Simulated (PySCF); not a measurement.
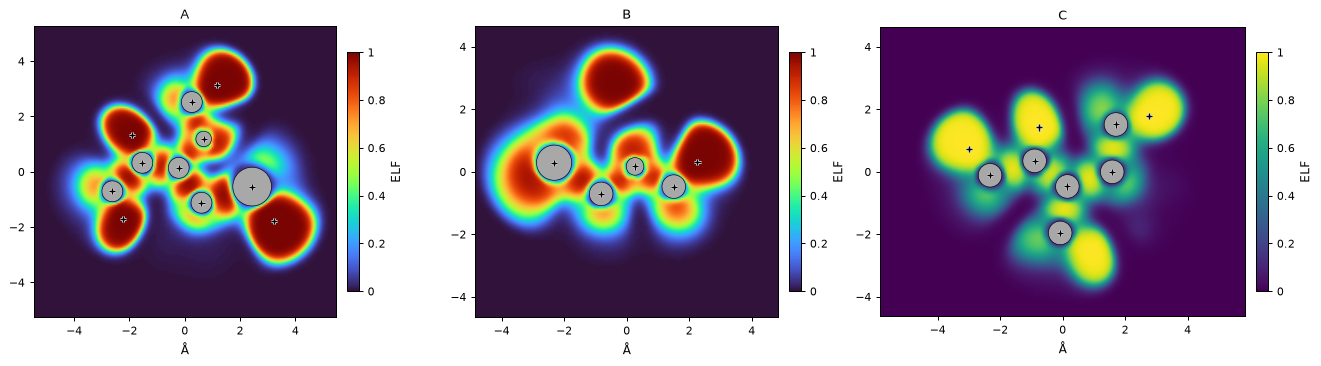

The electron localisation function of 3 systems, each on a plane through atoms (crosses mark nuclei in the plane; grey discs cover the cores).

The calculation used PBE0/pcSseg-1, SCF density, gas phase, non-relativistic (PySCF 2.14.0).

System 1: C7H16OSi (SMILES C/C=C(/OC)C(C)(C)[SiH3]), the plane of atoms C1, C2 and C3. Geometry: GFN2-xTB.

```xyz
25

C     1.2773   -1.0926   -1.9536
C     1.4790   -0.4181   -0.6342
C     0.5617    0.0437    0.2087
O     0.8798    0.6516    1.4065
C     2.2130    0.8144    1.8100
C    -0.9436    0.0421    0.1300
C    -1.4912   -1.3820    0.0258
C    -1.4360    0.8865   -1.0465
Si   -1.5426    0.8367    1.7766
H     0.2440   -1.0824   -2.2786
H     1.6111   -2.1302   -1.8948
H     1.8821   -0.5960   -2.7131
H     2.5245   -0.3220   -0.3697
H     2.1720    1.3106    2.7785
H     2.7194   -0.1507    1.9184
H     2.7716    1.4394    1.1051
H    -2.5775   -1.3651    0.0902
H    -1.1115   -1.9950    0.8403
H    -1.2164   -1.8597   -0.9121
H    -1.0072    1.8853   -1.0022
H    -2.5198    0.9786   -1.0072
H    -1.1706    0.4472   -2.0061
H    -1.1659    0.0353    2.9367
H    -3.0139    0.8088    1.6935
H    -1.1503    2.2378    1.8856
```

System 2: C7H16Si, the plane of atoms C2, C3 and C4. Geometry: GFN2-xTB.

```xyz
24

C     2.9989   -0.0624   -0.2311
C     1.5963   -0.5694   -0.0785
C     0.5158    0.2065   -0.1191
C     0.6815    1.6890   -0.3189
C    -0.8974   -0.3076    0.0242
C    -0.9623   -1.8379    0.0366
C    -1.7418    0.1749   -1.1629
Si   -1.6423    0.3229    1.6837
H     3.7018   -0.8895   -0.2841
H     3.2789    0.5682    0.6145
H     3.1030    0.5367   -1.1355
H     1.5096   -1.6331    0.0714
H    -0.2191    2.2365   -0.0602
H     1.4960    2.0655    0.2976
H     0.9279    1.9074   -1.3589
H    -0.5094   -2.2511   -0.8644
H    -2.0008   -2.1627    0.0698
H    -0.4548   -2.2534    0.9045
H    -1.3118   -0.1842   -2.0980
H    -1.8029    1.2584   -1.2118
H    -2.7560   -0.2130   -1.0859
H    -1.8927    1.7659    1.6481
H    -2.9222   -0.3553    1.9030
H    -0.7078    0.0072    2.7635
```

System 3: C2H10O2SSi2 (SMILES COCS[SiH2]O[SiH3]), the plane of atoms O2, C3 and S4. Geometry: GFN2-xTB.

```xyz
17

C    -1.8816    0.9175    0.8113
O    -1.4081   -0.3209    0.3454
C    -1.2806   -0.3755   -1.0434
S    -0.4772   -1.9398   -1.4515
Si    0.9088   -1.9035    0.1964
O     1.6418   -0.4696    0.2559
Si    2.2099    1.0338    0.0437
H    -1.9349    0.8392    1.8948
H    -1.1992    1.7295    0.5320
H    -2.8777    1.1329    0.4075
H    -0.6576    0.4503   -1.4173
H    -2.2565   -0.3491   -1.5453
H     1.9035   -2.8882   -0.1902
H     0.2412   -2.1128    1.4650
H     1.8780    1.4695   -1.3144
H     3.6483    0.9339    0.2586
H     1.5348    1.8649    1.0406
```

> Match each panel to its system.

Panel A is system 1, C7H16OSi: the plane holds C, O, Si and H. C–C (1.33 Å): the ELF peaks at about 0.90 between the atoms; a multiple bond. Panel B is system 3, C2H10O2SSi2: the plane holds C, O, S and H. C–O (1.40 Å): the ELF peaks at about 0.90 between the atoms; a shared but strongly polarised pair. Panel C is system 2, C7H16Si: the plane holds C and H. C–C (1.33 Å): the ELF peaks at about 0.90 between the atoms: a short, multiple covalent bond.
